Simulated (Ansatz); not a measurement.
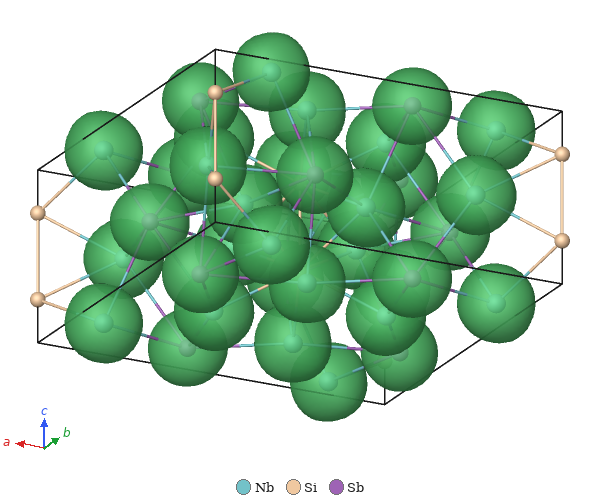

Nb$_{4}$SiSb$_{2}$. Isosurface of the valence electron density at 0.5 e/Å³ (green), seen at an oblique angle. Sticks mark near contacts.

Space group I4/mcm.

All numbers below come from DFT PBE, scalar-relativistic, plane waves, PAW (Ansatz 0.2.0).

```
Nb Si Sb
1.0
    10.45067    0.00000    0.00000
     0.00000   10.45067    0.00000
     0.00000    0.00000    4.94367
Nb Si Sb
16 4 8
Direct
  0.29448 0.58514 0.00000
  0.79448 0.08514 0.50000
  0.70552 0.41486 0.00000
  0.20552 0.91486 0.50000
  0.41486 0.29448 0.00000
  0.91486 0.79448 0.50000
  0.08514 0.20552 0.50000
  0.58514 0.70552 0.00000
  0.29448 0.41486 0.50000
  0.79448 0.91486 0.00000
  0.20552 0.08514 0.00000
  0.70552 0.58514 0.50000
  0.91486 0.20552 0.00000
  0.41486 0.70552 0.50000
  0.08514 0.79448 0.00000
  0.58514 0.29448 0.50000
  0.00000 0.00000 0.75000
  0.50000 0.50000 0.25000
  0.00000 0.00000 0.25000
  0.50000 0.50000 0.75000
  0.14030 0.35970 0.00000
  0.64030 0.85970 0.50000
  0.35970 0.14030 0.50000
  0.85970 0.64030 0.00000
  0.64030 0.14030 0.00000
  0.14030 0.64030 0.50000
  0.35970 0.85970 0.00000
  0.85970 0.35970 0.50000
```

Question: Which contacts does the surface bridge?

Answer: At this value the density breaks into separate islands; it holds about 70 % of the electrons treated as valence (semicore included). It bridges none of the near contacts. It is pinched off along the shortest Si–Si (2.47 Å), Nb–Si (2.63 Å), Nb–Sb (2.85 Å) and Nb–Sb (2.95 Å) contacts. On the grid the lowest density along these lines, outside the cores, is 0.4 e/Å³ (Si–Si, 2.47 Å), 0.35 e/Å³ (Nb–Si, 2.63 Å), 0.3 e/Å³ (Nb–Sb, 2.85 Å) and 0.26 e/Å³ (Nb–Sb, 2.95 Å).
